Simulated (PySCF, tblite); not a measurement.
# C5H14SSi: infrared bands, NMR shifts and electronic excitations in gas and solvents

Aim: compute the infrared bands, NMR shifts and electronic excitations of C5H14SSi (`CC(C)(C)CS[SiH3]`), and see what a dielectric continuum does where one was used.

Programs: tblite 0.8.0 and PySCF 2.14.0, with density-fitted response routines of our own. Each step states its level of theory. These are calculated values for one molecule, in the gas phase or a continuum, unless marked as measured. Atoms count from 0, in the outputs and in this text.

## (1) Starting geometry

21 atoms, charge 0, multiplicity 1; geometry from: force field or distance geometry start.

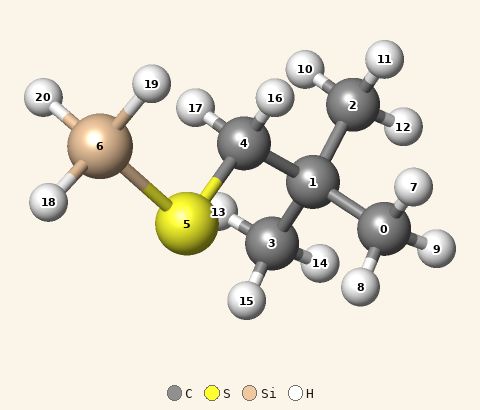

The starting geometry (carbon grey, sulfur yellow, silicon light orange, hydrogen white), atoms numbered; sticks join atoms by distance.

## (2) Geometry optimisation with GFN2-xTB

Job settings and geometry (Å):

```
{"job": {"kind": "relax", "xc": "GFN2-xTB", "basis": "xTB"}, "charge": 0, "multiplicity": 1}
C     -1.350600     1.347600    -0.462800
C     -0.936100    -0.049100    -0.007900
C     -1.820600    -0.468700     1.189700
C     -1.154400    -1.050900    -1.151400
C      0.539300    -0.069100     0.502400
S      1.781600     0.391700    -0.758000
Si     3.638200     0.249300     0.316800
H     -1.176100     2.100200     0.326200
H     -0.812400     1.666300    -1.357000
H     -2.431800     1.373400    -0.702000
H     -1.577900    -1.470000     1.544900
H     -1.723600     0.226700     2.028300
H     -2.892600    -0.472900     0.909500
H     -0.823300    -2.064600    -0.856500
H     -2.218000    -1.110600    -1.409300
H     -0.611500    -0.774000    -2.037000
H      0.644800     0.625700     1.344800
H      0.786900    -1.076200     0.863000
H      4.761200     0.600100    -0.575100
H      3.589300     1.180100     1.479900
H      3.779000    -1.138100     0.821300
```

Command:

```
OMP_NUM_THREADS=1 python probes_run.py task.json out
```

This one command runs all jobs of the session in turn.

What it wrote:

```text
step      E/eV     max force
  0    -621.88080    0.736
  1    -621.92285    0.450
  2    -621.93833    0.319
  3    -621.94695    0.222
  4    -621.95376    0.262
  5    -621.96160    0.208
  6    -621.96942    0.251
  7    -621.97561    0.265
  8    -621.97990    0.173
  9    -621.98289    0.103
 10    -621.98556    0.117
 11    -621.98880    0.200
 12    -621.99306    0.253
 13    -621.99767    0.205
 14    -622.00072    0.085
 15    -622.00189    0.066
 16    -622.00246    0.069
 17    -622.00308    0.071
 18    -622.00382    0.071
 19    -622.00459    0.073
 20    -622.00529    0.065
 21    -622.00597    0.053
 22    -622.00666    0.068
 23    -622.00724    0.055
 24    -622.00760    0.028
 25    -622.00780    0.028
 26    -622.00797    0.026
 27    -622.00814    0.027
 28    -622.00833    0.029
 29    -622.00849    0.025
 30    -622.00861    0.020
 31    -622.00869    0.017
 32    -622.00875    0.017
 33    -622.00882    0.024
 34    -622.00892    0.034
 35    -622.00905    0.034
 36    -622.00917    0.022
 37    -622.00926    0.019
 38    -622.00933    0.021
 39    -622.00941    0.028
 40    -622.00948    0.025
 41    -622.00953    0.017
 42    -622.00957    0.016
 43    -622.00960    0.015
 44    -622.00963    0.016
 45    -622.00966    0.014
 46    -622.00969    0.016
 47    -622.00972    0.016
 48    -622.00976    0.019
 49    -622.00981    0.023
 50    -622.00986    0.018
 51    -622.00990    0.014
 52    -622.00992    0.010
 53    -622.00993    0.007
```

Run time: 0.72 s. Hardware: 1 thread of Arm Neoverse N1, shared host; peak memory 0.18 GiB.

Relaxation path: (not every step is listed)

```csv
step,energy from step 0 (eV),largest force (eV/Å)
0,0.0000,0.7357
1,-0.0421,0.4500
2,-0.0575,0.3191
3,-0.0661,0.2222
4,-0.0730,0.2618
5,-0.0808,0.2079
6,-0.0886,0.2507
7,-0.0948,0.2647
8,-0.0991,0.1731
12,-0.1123,0.2532
16,-0.1217,0.0690
20,-0.1245,0.0645
24,-0.1268,0.0280
28,-0.1275,0.0291
32,-0.1279,0.0173
36,-0.1284,0.0216
40,-0.1287,0.0253
44,-0.1288,0.0161
48,-0.1290,0.0186
49,-0.1290,0.0234
50,-0.1291,0.0180
51,-0.1291,0.0141
52,-0.1291,0.0102
53,-0.1291,0.0073
```

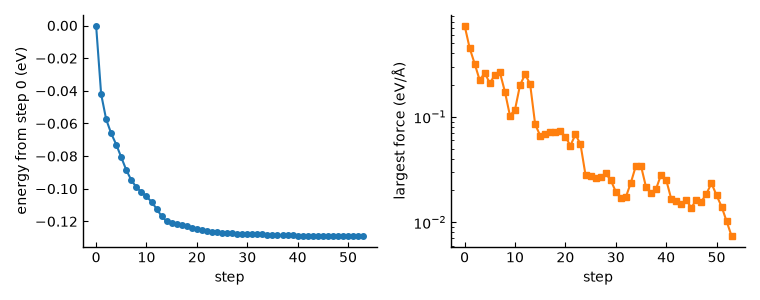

Energy and force, step by step.

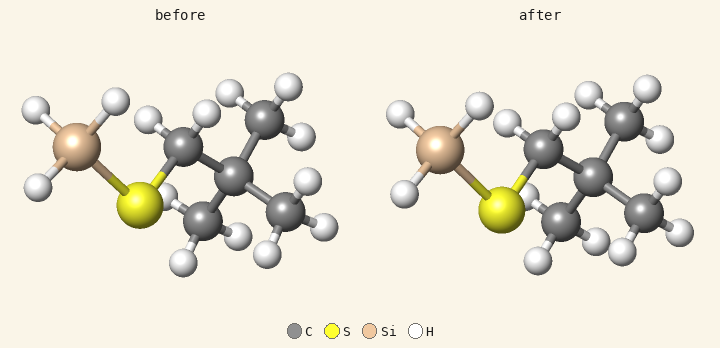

The geometry before (left) and after (right).

Close pairs (by a distance rule), those that changed most:

```csv
bond,before (Å),after (Å),change (Å)
C1–C4,1.561,1.531,-0.031
Si6–H19,1.490,1.460,-0.030
Si6–H18,1.476,1.449,-0.027
Si6–H20,1.483,1.460,-0.023
C2–H12,1.108,1.087,-0.021
C0–H9,1.108,1.087,-0.020
C3–H13,1.106,1.088,-0.018
C0–H7,1.104,1.088,-0.016
```

The end geometry stands in the next job.

## (3) Vibrational analysis with GFN2-xTB

Job settings and geometry (Å):

```
{"job": {"kind": "ir", "xc": "GFN2-xTB", "basis": "xTB"}, "charge": 0, "multiplicity": 1}
C     -1.310085     1.347208    -0.442239
C     -0.925934    -0.057587     0.021975
C     -1.811888    -0.468030     1.203201
C     -1.106839    -1.053326    -1.123615
C      0.526949    -0.071350     0.503790
S      1.723060     0.401467    -0.805672
Si     3.536471     0.243473     0.309133
H     -1.199078     2.062684     0.369959
H     -0.670817     1.657032    -1.264873
H     -2.343792     1.364914    -0.778767
H     -1.552790    -1.465496     1.552059
H     -1.696443     0.226846     2.032373
H     -2.856409    -0.471063     0.901636
H     -0.850384    -2.060102    -0.800153
H     -2.138996    -1.053260    -1.465591
H     -0.463703    -0.784557    -1.957673
H      0.657062     0.633016     1.326290
H      0.801201    -1.071127     0.842605
H      4.561308     0.602367    -0.651048
H      3.457620     1.162193     1.441290
H      3.654567    -1.128358     0.795213
```

What it wrote:

```text
mode    cm-1     km/mol
  1      19.6      1.95
  2      84.7      1.57
  3     113.8      1.28
  4     118.0      0.49
  5     188.9      0.20
  6     189.5      0.08
  7     238.1      0.48
  8     239.9      0.09
  9     303.8      0.47
 10     321.8      0.05
 11     399.8      1.27
 12     414.1      0.48
 13     458.3      4.73
 14     528.3     46.44
 15     535.2     51.36
 16     564.2     38.48
 17     735.1    109.87
 18     740.1    151.79
 19     774.7    388.60
 20     796.6    207.08
 21     805.0     27.17
 22     861.9      0.36
 23     955.2      4.86
 24     965.2      0.61
 25     966.7      0.28
 26     970.2      0.97
 27    1037.8      0.07
 28    1037.9      0.56
 29    1124.1      0.01
 30    1209.9     24.57
 31    1266.6     20.19
 32    1282.8      6.15
 33    1292.5     13.29
 34    1405.7      9.11
 35    1406.1     10.80
 36    1426.3      9.87
 37    1450.5      2.74
 38    1487.6      0.10
 39    1492.7      0.23
 40    1494.8      1.12
 41    1503.7      6.15
 42    1505.7      2.39
 43    1512.6      6.19
 44    2278.9    326.00
 45    2296.4    144.89
 46    2387.7    222.84
 47    2960.8     24.25
 48    2970.3     15.62
 49    3022.7      0.01
 50    3028.0      6.76
 51    3028.4     61.43
 52    3030.4     41.09
 53    3036.2     33.47
 54    3037.0     28.36
 55    3043.0     86.25
 56    3046.8      2.89
 57    3050.1     46.07
```

It took 1.5 s on 1 thread of Arm Neoverse N1, shared host; peak memory 0.18 GiB.

Which atoms move in the most intense modes:

```csv
cm⁻¹,km/mol,atoms
735,109.9,"C4 47 %, S5 15 %"
740,151.8,"H18 59 %, H19 19 %, H20 18 %"
775,388.6,"H18 31 %, H19 21 %, H20 21 %, C4 11 %"
797,207.1,"H20 40 %, H19 40 %"
2279,326.0,"H20 48 %, H19 48 %"
2296,144.9,"H19 49 %, H20 49 %"
2388,222.8,H18 97 %
3043,86.2,"H12 50 %, H9 21 %, H14 17 %"
```

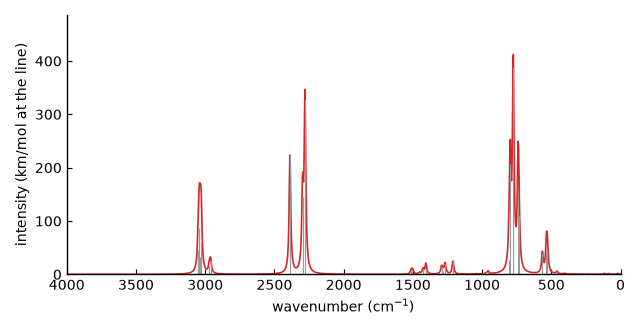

The infrared spectrum from these modes, unscaled. Lines are broadened to a width of 14 cm⁻¹ (Lorentzian).

## (4) Geometry optimisation at PBE0-D3(BJ)/def2-SVP

Job settings and geometry (Å):

```
{"job": {"xc": "PBE0", "basis": "def2-SVP", "d3": "d3bj", "grid": 1, "shake": 0.01, "kind": "geom"}, "charge": 0, "multiplicity": 1}
C     -1.289680     1.321650    -0.438060
C     -0.931610    -0.062110     0.019820
C     -1.832090    -0.470350     1.194550
C     -1.073610    -1.051070    -1.127140
C      0.524140    -0.078030     0.493240
S      1.719150     0.406290    -0.808060
Si     3.546050     0.241470     0.309380
H     -1.183620     2.068140     0.364910
H     -0.672650     1.662440    -1.245520
H     -2.346490     1.362480    -0.768740
H     -1.561650    -1.468410     1.560880
H     -1.690640     0.227760     2.039070
H     -2.884690    -0.460850     0.892040
H     -0.867070    -2.057340    -0.793150
H     -2.143440    -1.064020    -1.465330
H     -0.464230    -0.770500    -1.950200
H      0.659000     0.644130     1.324230
H      0.791940    -1.065290     0.848430
H      4.559160     0.594540    -0.648760
H      3.432680     1.169090     1.446200
H      3.638180    -1.127740     0.785570
```

What it wrote:

```text
step   0  E = -885.81351058  max force = 0.042297
step   1  E = -885.82098346  max force = 0.004460
step   2  E = -885.82113051  max force = 0.001159
step   3  E = -885.82113927  max force = 0.000319
optimisation converged
```

Wall time 1.8 min (1 thread of Arm Neoverse N1, shared host); peak memory 0.74 GiB.

Along the way:

```csv
step,energy from step 0 (eV),largest force component (eV/Å)
0,0.0000,2.1750
1,-0.2033,0.2293
2,-0.2073,0.0596
3,-0.2076,0.0164
```

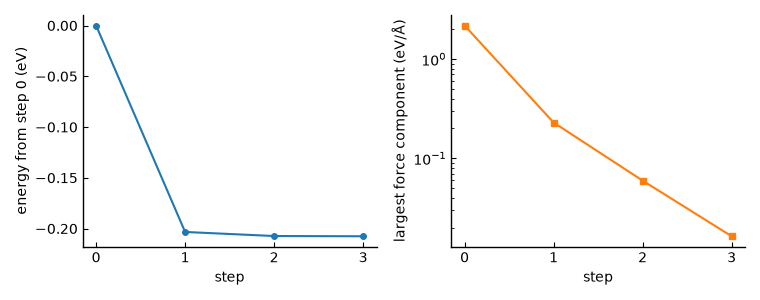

Energy and force, step by step.

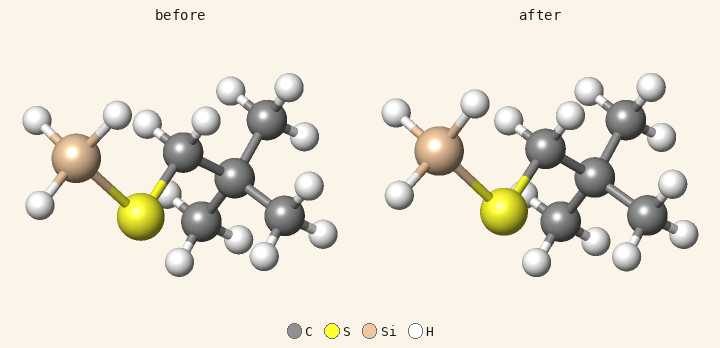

The geometry before (left) and after (right).

Distances of close pairs at the start and the end, largest changes first:

```csv
bond,before (Å),after (Å),change (Å)
Si6–H18,1.438,1.491,+0.052
Si6–H20,1.453,1.496,+0.044
C3–H15,1.062,1.100,+0.038
C0–H8,1.072,1.100,+0.029
C0–C1,1.501,1.529,+0.029
Si6–H19,1.472,1.496,+0.025
C3–H13,1.080,1.102,+0.022
C3–H14,1.122,1.101,-0.021
```

The next job starts from the end point, and lists it.

```csv
at the end point,value
point group (found at 0.08 Å tolerance),C1
"rotational constants (GHz, main isotopes)","3.486, 0.842, 0.808"
dipole moment (D),1.46
```

## (5) Shielding tensors: PBE0/pcSseg-1

Job settings and geometry (Å):

```
{"job": {"kind": "nmr", "xc": "PBE0", "basis": "pcSseg-1"}, "charge": 0, "multiplicity": 1}
C     -1.723705     1.116099    -0.474254
C     -1.310107    -0.284148    -0.018906
C     -2.215991    -0.736054     1.130474
C     -1.430397    -1.271346    -1.180810
C      0.126767    -0.269048     0.524522
S      1.351455     0.268864    -0.734022
Si     3.134121     0.025242     0.414143
H     -1.647446     1.841106     0.351891
H     -1.085479     1.475725    -1.295393
H     -2.766136     1.114319    -0.829435
H     -1.937586    -1.739890     1.488931
H     -2.157741    -0.041328     1.983624
H     -3.265989    -0.776449     0.801414
H     -1.162391    -2.291852    -0.863852
H     -2.463459    -1.295119    -1.561820
H     -0.767018    -0.994126    -2.013344
H      0.188310     0.414054     1.387526
H      0.398412    -1.279778     0.870161
H      4.262698     0.390440    -0.488866
H      3.140836     0.911727     1.619563
H      3.287521    -1.387940     0.881122
```

With the program's defaults for keys left out, this is: GIAO PBE0/pcSseg-1 NMR shielding, non-relativistic, gas phase.

What it wrote:

```text
coarse grid: 17360 points
cycle   1  E = -886.0098534843  dE =  2.980e-01  |g| = 4.127e-01  |ddm| = 3.868e+00
cycle   2  E = -885.9980639359  dE =  1.179e-02  |g| = 4.706e-01  |ddm| = 9.173e-01
cycle   3  E = -886.0576899338  dE = -5.963e-02  |g| = 4.810e-02  |ddm| = 5.289e-01
cycle   4  E = -886.0581132968  dE = -4.234e-04  |g| = 2.607e-02  |ddm| = 8.485e-02
cycle   5  E = -886.0582755744  dE = -1.623e-04  |g| = 4.951e-03  |ddm| = 2.813e-02
cycle   6  E = -886.0582806478  dE = -5.073e-06  |g| = 1.614e-03  |ddm| = 5.676e-03
final grid: 154920 points
cycle   7  E = -886.1040946153  dE = -6.046e-05  |g| = 8.864e-03  |ddm| = 4.486e-02
cycle   8  E = -886.1040823317  dE =  1.228e-05  |g| = 1.117e-02  |ddm| = 1.932e-02
cycle   9  E = -886.1041146577  dE = -3.233e-05  |g| = 9.676e-04  |ddm| = 1.184e-02
cycle  10  E = -886.1041148813  dE = -2.236e-07  |g| = 3.041e-04  |ddm| = 1.521e-03
cycle  11  E = -886.1041149037  dE = -2.237e-08  |g| = 6.354e-05  |ddm| = 3.099e-04
cycle  12  E = -886.1041149046  dE = -8.981e-10  |g| = 2.157e-05  |ddm| = 7.906e-05
converged SCF energy = -886.1041149046

GIAO shielding tensors (ppm)
atom      isotropic    diamagn.    paramagn.     s11        s22        s33       span
  0 C      155.690     247.843     -92.153    137.394    146.394    183.282     45.889
  1 C      151.823     242.618     -90.794    145.867    149.849    159.753     13.886
  2 C      151.028     246.889     -95.861    132.941    134.311    185.832     52.891
  3 C      155.761     247.496     -91.735    137.260    146.490    183.532     46.273
  4 C      135.283     255.016    -119.732    107.741    135.436    162.672     54.931
  5 S      707.824    1059.720    -351.897    612.725    616.896    893.850    281.125
  6 Si     400.440     879.072    -478.632    347.081    385.136    469.102    122.021
  7 H       30.588      31.264      -0.676     26.955     27.755     37.055     10.100
  8 H       29.542      30.953      -1.411     24.334     30.137     34.153      9.819
  9 H       30.466      31.028      -0.562     26.600     27.912     36.885     10.285
 10 H       30.365      30.567      -0.202     26.625     27.930     36.541      9.917
 11 H       30.350      30.530      -0.180     26.647     27.868     36.534      9.887
 12 H       30.115      30.191      -0.076     26.228     27.358     36.759     10.531
 13 H       30.616      31.088      -0.472     27.029     27.750     37.068     10.040
 14 H       30.475      30.792      -0.317     26.606     27.941     36.879     10.273
 15 H       29.484      30.766      -1.282     24.234     30.199     34.019      9.785
 16 H       29.079      35.166      -6.088     23.193     30.509     33.535     10.342
 17 H       29.189      35.317      -6.128     23.299     30.760     33.508     10.209
 18 H       26.627      27.750      -1.123     22.995     24.013     32.874      9.879
 19 H       26.702      28.523      -1.821     22.702     24.795     32.609      9.907
 20 H       26.723      28.568      -1.845     22.734     24.933     32.502      9.768
```

It took 68 s on 1 thread of Arm Neoverse N1, shared host; peak memory 0.91 GiB.

Shifts follow as δ = σ(reference) − σ, with reference shieldings (ppm) from runs at the same level and on the same kind of geometry: ¹H TMS 31.27, ¹³C TMS 184.4, ²⁹Si TMS 352.0, ³³S CS2 496. The references are single molecules in the gas phase. Atoms listed in one row are averaged.

```csv
atoms,environment,σ (ppm),δ (ppm),δ scaled to CDCl3
C4,sp3 CH2 bonded to S,135.3,49.1,43.6
C1,quaternary sp3 carbon,151.8,32.6,31.1
"C0, C2, C3",methyl carbon,154.2,30.2,28.9
"H18, H19, H20",hydrogen on a silicon bonded to S,26.68,4.58,–
"H16, H17",hydrogen on an sp3 CH2 bonded to S,29.13,2.13,2.24
"H7, H8, H9, H10, H11 and 4 more",hydrogen on a methyl carbon,30.22,1.04,1.21
S5,"sulfur bonded to C, Si",708,-212,–
Si6,"silicon bonded to S, 3 H",400.4,-48.4,–
```

The scaled column applies a straight-line fit of computed shieldings to shifts measured in CDCl3, with any fitted terms for Cl, Br or S neighbours (root-mean-square error 0.21 ppm for H, 2.0 ppm for C).

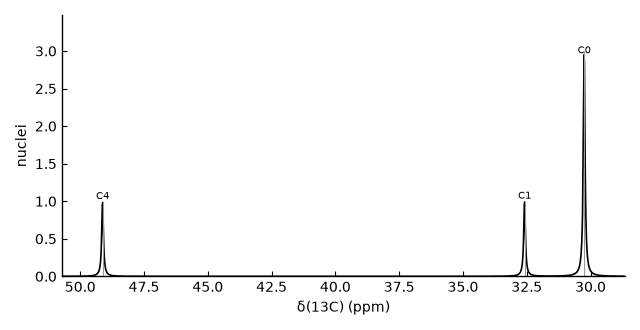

¹³C lines at the computed shifts, without couplings. Lines are broadened to a width of 0.08 ppm (Lorentzian).

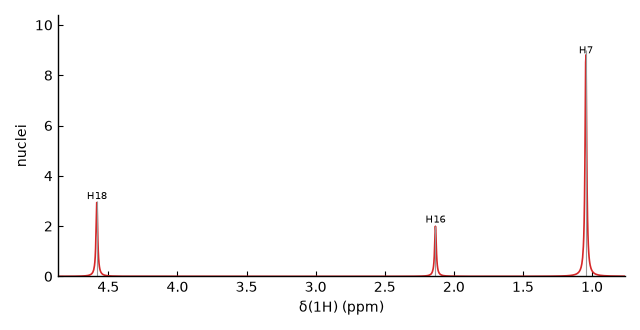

¹H lines at the computed shifts, without couplings. Lines are broadened to a width of 0.01 ppm (Lorentzian).

The run also stored atomic charges by several schemes (e):

```csv
atoms,Mulliken,IAO,Hirshfeld,ESP fit
"C0, C2, C3",-0.16,-0.41,-0.12,-0.56
C1,-0.61,0.06,0.02,0.81
C4,-0.26,-0.32,-0.06,-0.66
S5,-0.26,-0.19,-0.07,-0.24
Si6,0.46,0.52,0.28,0.32
```

Mulliken charges:

C0 -0.16; C1 -0.61; C2 -0.16; C3 -0.15; C4 -0.26; S5 -0.26; Si6 0.46; H7 0.11; H8 0.13; H9 0.11; H10 0.11; H11 0.11; H12 0.12; H13 0.11; H14 0.11; H15 0.13; H16 0.16; H17 0.16; H18 -0.07; H19 -0.07; H20 -0.08

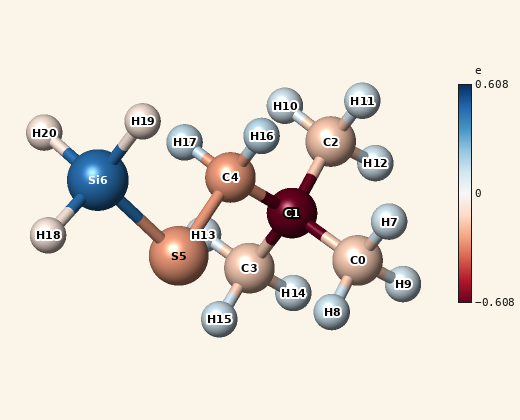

Mulliken charges, as colours on the atoms.

Mayer bond orders: C0–C1 1.01, C1–C2 1.02, C1–C3 1.01, C1–C4 0.98, C4–S5 1.00, S5–Si6 0.97.

## (6) Ultraviolet spectrum: B3LYP/def2-SVPD

The job, as its differences from that of step 5:

```diff
@@ -1,2 +1,2 @@
-{"job": {"kind": "nmr", "xc": "PBE0", "basis": "pcSseg-1"}, "charge": 0, "multiplicity": 1}
+{"job": {"kind": "uv", "xc": "B3LYP", "basis": "def2-SVPD", "ip": true, "dynamic": true}, "charge": 0, "multiplicity": 1}
 C     -1.723705     1.116099    -0.474254
```

With the program's defaults for keys left out, this is: TDDFT B3LYP/def2-SVPD, vertical, gas phase, core orbitals frozen in the response.

What it wrote:

```text
coarse grid: 17360 points
cycle   1  E = -886.1953427642  dE =  2.075e-01  |g| = 4.518e-01  |ddm| = 1.273e+01
cycle   2  E = -886.1639246955  dE =  3.142e-02  |g| = 5.636e-01  |ddm| = 4.080e+00
cycle   3  E = -886.2532920752  dE = -8.937e-02  |g| = 6.596e-02  |ddm| = 1.726e+00
cycle   4  E = -886.2542496167  dE = -9.575e-04  |g| = 3.279e-02  |ddm| = 2.340e-01
cycle   5  E = -886.2545171094  dE = -2.675e-04  |g| = 6.666e-03  |ddm| = 8.097e-02
cycle   6  E = -886.2545273787  dE = -1.027e-05  |g| = 2.164e-03  |ddm| = 2.032e-02
cycle   7  E = -886.2545285577  dE = -1.179e-06  |g| = 4.071e-04  |ddm| = 5.780e-03
final grid: 154920 points
cycle   8  E = -886.3682452778  dE = -6.924e-05  |g| = 5.925e-03  |ddm| = 4.594e-01
cycle   9  E = -886.3682369852  dE =  8.293e-06  |g| = 8.078e-03  |ddm| = 6.579e-02
cycle  10  E = -886.3682546060  dE = -1.762e-05  |g| = 8.465e-04  |ddm| = 2.274e-02
cycle  11  E = -886.3682548016  dE = -1.956e-07  |g| = 2.392e-04  |ddm| = 2.628e-03
cycle  12  E = -886.3682548155  dE = -1.392e-08  |g| = 5.850e-05  |ddm| = 8.477e-04
cycle  13  E = -886.3682548164  dE = -8.386e-10  |g| = 1.903e-05  |ddm| = 2.319e-04
converged SCF energy = -886.3682548164

Static polarisability (au): isotropic 113.870, principal 98.822 103.488 139.299

Singlet excitations
state   eV       nm        f      main configurations
  1   5.4515    227.4   0.00611   H->L 0.91
  2   5.7743    214.7   0.00570   H->L+1 0.79, H->L+2 0.13
  3   6.1102    202.9   0.00252   H->L+2 0.84, H->L+1 0.13
  4   6.4989    190.8   0.00023   H->L+3 0.65, H->L+4 0.32
  5   6.7312    184.2   0.00488   H->L+4 0.66, H->L+3 0.30
  6   6.8642    180.6   0.01452   H->L+5 0.82, H-1->L 0.10
  7   7.0259    176.5   0.02974   H->L+6 0.93
  8   7.1284    173.9   0.01231   H->L+7 0.83, H->L+8 0.12
  9   7.4355    166.7   0.08833   H-1->L 0.78
 10   7.5986    163.2   0.01249   H-1->L+1 0.50, H->L+10 0.27, H-1->L+2 0.15

Triplet excitations (Tamm-Dancoff, eV): 5.1406 5.4290 5.8839 6.4185
Vertical ionisation energy (delta-SCF) = 8.8015 eV
```

Wall time 4.1 min (1 thread of Arm Neoverse N1, shared host); peak memory 1 GiB.

Frontier orbitals and where they lie:

```csv
orbital,eV,atoms
HOMO−3,-9.15,"C1 23 %, C3 19 %, C0 19 %"
HOMO−2,-8.86,"C1 17 %, C4 15 %, C2 14 %"
HOMO−1,-8.31,"S5 49 %, Si6 11 %, C4 11 %"
HOMO,-6.61,"S5 69 %, Si6 10 %, C4 10 %"
LUMO,-0.09,"Si6 25 %, S5 20 %, H20 9 %"
LUMO+1,0.24,"Si6 31 %, S5 30 %, H20 9 %"
LUMO+2,0.30,"S5 21 %, Si6 18 %, C2 8 %"
```

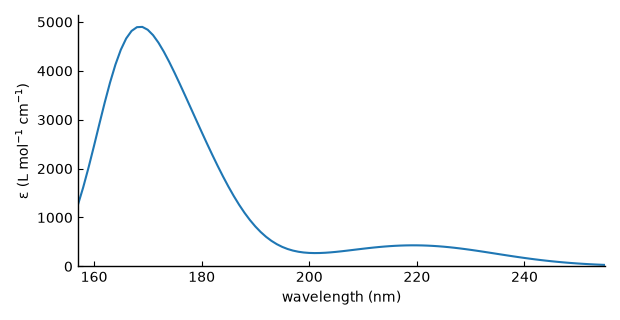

Absorption spectrum: each of the 10 states is a Gaussian band of 0.4 eV half-width at 1/e. Beyond the last state computed it falls off for lack of states.

Further results of this job:

```csv
property,computed
dipole moment (D),1.47
polarisability (Å³),16.87
HOMO–LUMO gap (eV),6.52
−ε(HOMO) (eV),6.61
C6 with itself (au),4938
```

[end of part 1 of 2]
